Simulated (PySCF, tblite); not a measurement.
# C5H7F3P+: dynamics, then NMR shifts on frames, part 2 of 2

tblite 0.8.0 and PySCF 2.14.0. Atoms count from 0.

## 5. Shielding tensors: 625 fs, PBE0/pcSseg-1

The job: settings as JSON, then the geometry in Å.

```
{"job": {"kind": "nmr", "xc": "PBE0", "basis": "pcSseg-1", "pop": false}, "charge": 1, "multiplicity": 1}
F      2.367600    -0.406300    -0.443400
C      1.615200    -0.237700     0.696000
F      1.910700    -1.204500     1.511300
F      1.944100     0.947900     1.216700
C      0.144100    -0.305500     0.264900
C     -0.376100     0.232800    -0.859900
P     -2.128100    -0.019200    -0.790000
C     -2.273700    -0.262800     0.923800
C     -0.860300    -0.768500     1.346800
H      0.078900     0.738000    -1.704800
H     -2.366300    -1.036100    -1.646100
H     -2.870000     1.056600    -1.288000
H     -3.109200    -0.895600     1.273400
H     -2.428000     0.709500     1.434400
H     -0.808900    -1.908000     1.266800
H     -0.552000    -0.531400     2.409400
```

Method: GIAO PBE0/pcSseg-1 NMR shielding, non-relativistic, gas phase.

Standard output:

```text
coarse grid: 14656 points
cycle   1  E = -834.4067686821  dE =  1.794e+00  |g| = 9.132e-01  |ddm| = 3.685e+00
cycle   2  E = -834.2648808602  dE =  1.419e-01  |g| = 1.369e+00  |ddm| = 1.319e+00
cycle   3  E = -834.5544020227  dE = -2.895e-01  |g| = 1.108e-01  |ddm| = 7.679e-01
cycle   4  E = -834.5562628774  dE = -1.861e-03  |g| = 6.965e-02  |ddm| = 1.727e-01
cycle   5  E = -834.5573935528  dE = -1.131e-03  |g| = 1.913e-02  |ddm| = 6.778e-02
cycle   6  E = -834.5574732870  dE = -7.973e-05  |g| = 3.518e-03  |ddm| = 1.733e-02
cycle   7  E = -834.5574758969  dE = -2.610e-06  |g| = 1.122e-03  |ddm| = 3.785e-03
final grid: 140384 points
cycle   8  E = -834.6305400688  dE = -4.330e-05  |g| = 8.183e-03  |ddm| = 2.933e-02
cycle   9  E = -834.6305295605  dE =  1.051e-05  |g| = 1.114e-02  |ddm| = 1.589e-02
cycle  10  E = -834.6305553295  dE = -2.577e-05  |g| = 9.959e-04  |ddm| = 9.020e-03
cycle  11  E = -834.6305554812  dE = -1.517e-07  |g| = 4.145e-04  |ddm| = 9.346e-04
cycle  12  E = -834.6305555176  dE = -3.643e-08  |g| = 1.317e-04  |ddm| = 4.157e-04
cycle  13  E = -834.6305555215  dE = -3.864e-09  |g| = 3.245e-05  |ddm| = 1.406e-04
cycle  14  E = -834.6305555217  dE = -2.397e-10  |g| = 8.982e-06  |ddm| = 3.716e-05
converged SCF energy = -834.6305555217

GIAO shielding tensors (ppm)
atom      isotropic    diamagn.    paramagn.     s11        s22        s33       span
  0 F      231.110     474.851    -243.741    145.881    195.385    352.063    206.182
  1 C       58.240     239.845    -181.604     43.840     62.046     68.835     24.995
  2 F      264.586     470.494    -205.908    207.350    268.393    318.014    110.664
  3 F      234.163     472.896    -238.733    168.582    211.842    322.065    153.483
  4 C        2.161     266.159    -263.998   -102.455    -10.282    119.219    221.674
  5 C       75.754     257.751    -181.997    -25.589     97.831    155.020    180.609
  6 P      358.500     967.979    -609.479    266.778    358.474    450.249    183.471
  7 C      173.100     257.858     -84.758    151.075    174.753    193.472     42.397
  8 C      139.112     248.843    -109.730    112.271    140.246    164.819     52.548
  9 H       24.865      31.480      -6.616     21.309     24.963     28.321      7.013
 10 H       25.467      27.401      -1.933     21.024     22.722     32.657     11.633
 11 H       24.686      26.125      -1.439     20.541     21.293     32.225     11.684
 12 H       28.181      25.742       2.439     22.926     24.918     36.699     13.774
 13 H       28.231      28.977      -0.746     22.889     25.520     36.284     13.395
 14 H       26.919      28.349      -1.429     22.257     26.362     32.138      9.881
 15 H       26.642      28.390      -1.748     21.350     26.579     31.997     10.647
```

Run time: 51 s. Hardware: 1 thread of Arm Neoverse N1, shared host; peak memory 0.86 GiB.

In short: δ C4 184.8, C1 128.7, C5 111.2, C8 47.8, H11 7.03, H9 6.85 ppm.

## 6. NMR shieldings: 800 fs, PBE0/pcSseg-1

The job: settings as JSON, then the geometry in Å.

```
{"job": {"kind": "nmr", "xc": "PBE0", "basis": "pcSseg-1", "pop": false}, "charge": 1, "multiplicity": 1}
F      2.496800    -1.031500     0.010000
C      1.779100    -0.380200     0.882600
F      2.114400    -0.881500     2.147200
F      2.177400     0.905300     0.767400
C      0.262100    -0.452800     0.727900
C     -0.149600     0.115700    -0.404600
P     -1.921400     0.385100    -0.373600
C     -2.128200    -0.506600     1.316300
C     -0.670000    -0.706600     1.838200
H      0.446900     0.216300    -1.333900
H     -2.780800    -0.181200    -1.343200
H     -1.985500     1.763700    -0.342200
H     -2.667000    -1.482500     1.112300
H     -2.683300     0.145500     1.932900
H     -0.602200    -1.707800     2.259800
H     -0.470700     0.018200     2.632900
```

Method: GIAO PBE0/pcSseg-1 NMR shielding, non-relativistic, gas phase.

Standard output:

```text
coarse grid: 14656 points
cycle   1  E = -834.3894526965  dE =  1.700e+00  |g| = 9.306e-01  |ddm| = 3.664e+00
cycle   2  E = -834.2339198402  dE =  1.555e-01  |g| = 1.416e+00  |ddm| = 1.456e+00
cycle   3  E = -834.5484816444  dE = -3.146e-01  |g| = 9.476e-02  |ddm| = 8.427e-01
cycle   4  E = -834.5497968782  dE = -1.315e-03  |g| = 5.977e-02  |ddm| = 1.555e-01
cycle   5  E = -834.5505584659  dE = -7.616e-04  |g| = 1.719e-02  |ddm| = 6.109e-02
cycle   6  E = -834.5506222584  dE = -6.379e-05  |g| = 4.752e-03  |ddm| = 1.719e-02
cycle   7  E = -834.5506274583  dE = -5.200e-06  |g| = 1.410e-03  |ddm| = 5.130e-03
final grid: 140384 points
cycle   8  E = -834.6237850631  dE = -4.464e-05  |g| = 8.716e-03  |ddm| = 3.171e-02
cycle   9  E = -834.6237707119  dE =  1.435e-05  |g| = 1.237e-02  |ddm| = 1.772e-02
cycle  10  E = -834.6238023882  dE = -3.168e-05  |g| = 8.573e-04  |ddm| = 1.032e-02
cycle  11  E = -834.6238024956  dE = -1.074e-07  |g| = 3.660e-04  |ddm| = 7.932e-04
cycle  12  E = -834.6238025196  dE = -2.400e-08  |g| = 1.052e-04  |ddm| = 3.167e-04
cycle  13  E = -834.6238025218  dE = -2.132e-09  |g| = 4.152e-05  |ddm| = 1.165e-04
cycle  14  E = -834.6238025222  dE = -4.416e-10  |g| = 1.144e-05  |ddm| = 5.173e-05
converged SCF energy = -834.6238025222

GIAO shielding tensors (ppm)
atom      isotropic    diamagn.    paramagn.     s11        s22        s33       span
  0 F      247.790     472.084    -224.294    189.880    245.796    307.695    117.815
  1 C       53.536     240.706    -187.170     39.401     55.058     66.149     26.748
  2 F      226.008     471.312    -245.304    133.832    185.614    358.577    224.745
  3 F      197.809     476.293    -278.484    109.295    171.948    312.183    202.888
  4 C        2.760     264.898    -262.138   -111.469      9.881    109.867    221.336
  5 C       68.625     263.068    -194.443    -34.482     96.040    144.318    178.800
  6 P      339.118     968.409    -629.291    231.550    359.417    426.386    194.836
  7 C      152.883     258.464    -105.580    111.726    169.612    177.312     65.587
  8 C      150.059     245.744     -95.686    126.237    153.211    170.729     44.492
  9 H       24.311      31.610      -7.299     20.812     24.348     27.772      6.960
 10 H       24.050      26.275      -2.225     19.909     20.820     31.423     11.514
 11 H       24.895      27.647      -2.752     20.405     22.247     32.034     11.629
 12 H       27.067      27.471      -0.404     21.631     25.028     34.542     12.911
 13 H       28.689      28.854      -0.165     23.641     26.843     35.584     11.943
 14 H       27.665      27.820      -0.155     21.737     27.212     34.047     12.310
 15 H       27.864      28.533      -0.669     22.398     27.653     33.540     11.142
```

It took 51 s on 1 thread of Arm Neoverse N1, shared host; peak memory 0.88 GiB.

This run: δ C4 184.2, C1 133.4, C5 118.3, C8 36.9, H10 7.67, H9 7.41 ppm.

## 7. NMR shieldings: 1000 fs, PBE0/pcSseg-1

The job: settings as JSON, then the geometry in Å.

```
{"job": {"kind": "nmr", "xc": "PBE0", "basis": "pcSseg-1", "pop": false}, "charge": 1, "multiplicity": 1}
F      2.179500    -1.241200     0.263700
C      1.920400    -0.113700     0.964400
F      2.290800    -0.381000     2.247000
F      2.646700     0.890800     0.481900
C      0.452600     0.190600     0.700100
C     -0.023400     0.325800    -0.545000
P     -1.725500     0.794300    -0.479100
C     -1.854900     0.781000     1.292200
C     -0.478700     0.324900     1.821900
H      0.615900     0.160500    -1.403000
H     -2.568600    -0.109600    -1.031000
H     -1.911500     2.012400    -1.043200
H     -2.592300     0.049900     1.583300
H     -2.061900     1.756500     1.713900
H     -0.564600    -0.634100     2.378900
H     -0.064300     0.940700     2.642500
```

Level: GIAO PBE0/pcSseg-1 NMR shielding, non-relativistic, gas phase.

Standard output:

```text
coarse grid: 14656 points
cycle   1  E = -834.4035478564  dE =  1.902e+00  |g| = 9.284e-01  |ddm| = 3.745e+00
cycle   2  E = -834.2562972908  dE =  1.473e-01  |g| = 1.395e+00  |ddm| = 1.366e+00
cycle   3  E = -834.5592963467  dE = -3.030e-01  |g| = 9.721e-02  |ddm| = 7.854e-01
cycle   4  E = -834.5606881414  dE = -1.392e-03  |g| = 6.160e-02  |ddm| = 1.608e-01
cycle   5  E = -834.5615675571  dE = -8.794e-04  |g| = 1.893e-02  |ddm| = 6.584e-02
cycle   6  E = -834.5616471964  dE = -7.964e-05  |g| = 3.500e-03  |ddm| = 1.710e-02
cycle   7  E = -834.5616498672  dE = -2.671e-06  |g| = 1.113e-03  |ddm| = 4.207e-03
final grid: 140384 points
cycle   8  E = -834.6358187576  dE = -4.999e-05  |g| = 9.456e-03  |ddm| = 3.087e-02
cycle   9  E = -834.6358040118  dE =  1.475e-05  |g| = 1.300e-02  |ddm| = 1.895e-02
cycle  10  E = -834.6358388930  dE = -3.488e-05  |g| = 1.015e-03  |ddm| = 1.094e-02
cycle  11  E = -834.6358390516  dE = -1.586e-07  |g| = 4.224e-04  |ddm| = 9.405e-04
cycle  12  E = -834.6358390879  dE = -3.635e-08  |g| = 1.289e-04  |ddm| = 3.973e-04
cycle  13  E = -834.6358390916  dE = -3.676e-09  |g| = 3.606e-05  |ddm| = 1.451e-04
cycle  14  E = -834.6358390919  dE = -3.081e-10  |g| = 9.037e-06  |ddm| = 4.239e-05
converged SCF energy = -834.6358390919

GIAO shielding tensors (ppm)
atom      isotropic    diamagn.    paramagn.     s11        s22        s33       span
  0 F      222.793     475.837    -253.044    141.280    207.577    319.523    178.243
  1 C       54.673     242.294    -187.621     40.375     49.922     73.722     33.347
  2 F      247.210     470.060    -222.849    169.898    218.836    352.897    182.999
  3 F      232.241     472.848    -240.608    159.066    227.092    310.563    151.498
  4 C       -1.140     267.980    -269.120   -108.693    -11.967    117.239    225.932
  5 C       79.897     259.688    -179.791    -28.849    122.532    146.009    174.858
  6 P      356.415     968.426    -612.010    261.605    374.402    433.238    171.633
  7 C      179.190     259.584     -80.394    149.534    186.042    201.993     52.459
  8 C      147.603     246.969     -99.366    123.264    139.382    180.162     56.898
  9 H       25.158      31.890      -6.732     21.398     24.380     29.696      8.298
 10 H       25.233      27.739      -2.506     21.036     21.876     32.787     11.751
 11 H       25.277      27.280      -2.002     21.003     21.886     32.943     11.940
 12 H       28.889      28.901      -0.012     22.818     26.513     37.335     14.517
 13 H       28.650      27.849       0.801     22.519     26.296     37.136     14.618
 14 H       27.433      29.244      -1.810     21.984     27.000     33.316     11.332
 15 H       27.407      28.538      -1.131     21.865     27.379     32.979     11.114
```

Wall time 51 s (1 thread of Arm Neoverse N1, shared host); peak memory 0.88 GiB.

Key values: δ C4 188.1, C1 132.3, C5 107.0, C8 39.3, H9 6.56, H10 6.48 ppm.

## 8. Comparing the runs: NMR shifts

Shifts (ppm) of some atoms, chosen among heavy atoms and hydrogens apart, with basis size and wall time:

```csv
frame,C7,H15,H12,F2,F3,F0,P6,functions,time
250 fs,16.4,3.67,2.60,-52.2,-68.5,-72.6,-34.7,195,51 s
425 fs,22.4,2.99,4.50,-33.2,-46.5,-63.8,-9.3,195,50 s
625 fs,13.8,5.08,3.54,-93.6,-63.2,-60.2,-40.1,195,51 s
800 fs,34.0,3.85,4.65,-55.1,-26.9,-76.8,-20.7,195,51 s
1000 fs,7.7,4.31,2.83,-76.3,-61.3,-51.8,-38.0,195,51 s
```

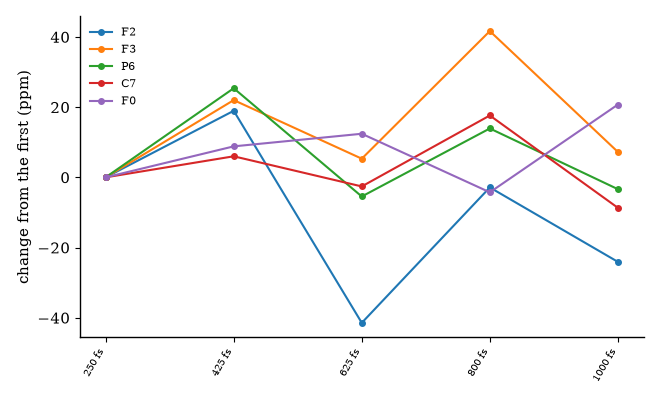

How five of the tabulated atoms move from run to run.

## 9. What came out

This closing draws on all 2 parts.

| quantity | value |
| --- | --- |
| thermostat | 300 K |
| mean temperature, second half | 290 K |
| mean potential energy above the minimum | 0.53 eV |
| 13C shifts against TMS (PBE0/pcSseg-1, 250 fs) | 182.5, 132.3, 110.5, 43.7, 16.4 ppm |
| 1H shifts against TMS (PBE0/pcSseg-1, 250 fs) | 6.77, 6.55, 6.14, 4.62, 4.45, 3.67, 2.60 ppm |
| 19F shifts against CFCl3 (PBE0/pcSseg-1, 250 fs) | -52.2, -68.5, -72.6 ppm |
| 31P shifts against H3PO4 (PBE0/pcSseg-1, 250 fs) | -34.7 ppm |
| range of the shift of F2 | -93.6 to -33.2 ppm |

What this shows: In the second half the potential energy averages 0.53 eV above the minimum; equipartition over 42 harmonic modes at 300 K would give 0.54 eV. With 16 atoms the temperature swings widely (162 to 457 K). Shifts at one fixed geometry are not the observed spectrum, which averages over the motion. In the first frame run (250 fs): The largest span, 227 ppm, is at C4, where the paramagnetic term is -263 ppm. In ppm, F2 moves most: its shift spreads over 60.4 ppm, from -93.6 (625 fs) to -33.2 (425 fs).
